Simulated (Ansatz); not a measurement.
**Amorphous Ni₂₄Si₂₄**

Preparation: random packing, a CHGNet melt and quench, and a DFT relaxation. The hot cell started wider than the set density and was brought back towards it in steps. It is the lowest in DFT energy of 2 quenches. It is a model cell: composition and starting density were chosen by hand, and all elements were melted together. No dispersion term was used.

These are PBE, scalar-relativistic without spin-orbit coupling (plane waves to 420 eV, PAW; Ansatz, a program for electronic structure) values and carry that method's errors. Geometry, pressure, stress and energy are those of the PBE run. Its sampling: a 2×2×2 Γ-centred mesh; Fermi-Dirac width 0.1 eV; no spin polarisation.

The number of atoms in the cell is 48. The density (volume relaxed, without dispersion) is 5.76 g/cm³, the volume per atom is 12.51 Å^3 and the pressure on a 2×2×2 Γ-centred mesh is 0.04 GPa. The largest force and stress component on that mesh (the relaxation ran on one k-point at (1/4, 1/4, 1/4)) is 0.23 eV/Å and 1.7 GPa. The energy relative to MnP-type NiSi (lowest mix at this level among the phases computed, not always the ambient ones) is 0.186 eV/atom and the gap on a 2×2×2 Γ-centred mesh (PBE) is within the smearing (under twice its width).

Bonds are counted up to Ni-Ni 3.04 Å, Ni-Si 2.86 Å, Si-Si 2.68 Å.

```yaml
Mean coordination of Ni: 10.17 (5 with 9, 10 with 10, 9 with 11)
Mean coordination of Si: 7.33 (1 with 5, 5 with 6, 7 with 7, 7 with 8, 4 with 9)
Mean Ni-Si bond: 2.395 Å (spread 0.129 Å, 136 counted)
Mean Ni-Ni bond: 2.658 Å (spread 0.147 Å, 54 counted)
```

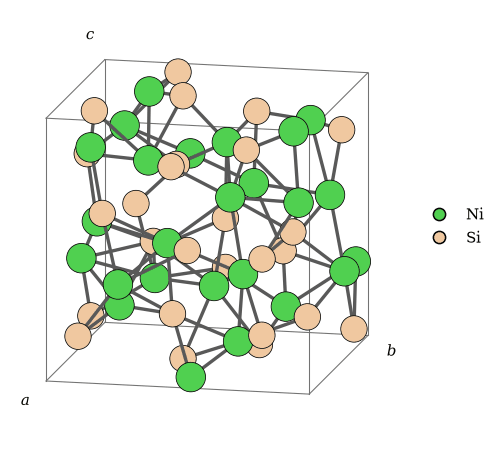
Figure. The relaxed cell

Its density started from a set value of 5.61 g/cm³. Cooling (nominally 200 K/ps over its main leg) ran many orders faster than in experiment, which tends to leave more defects and strain. Values belong to this one cell and scatter from quench to quench. The volume was free in the relaxation, at fixed shape. Stress components on the final sampling reach 1.7 GPa. On a 2×2×2 Γ-centred mesh force components of up to 0.23 eV/Å stay, since the relaxation ran on one k-point at (1/4, 1/4, 1/4).
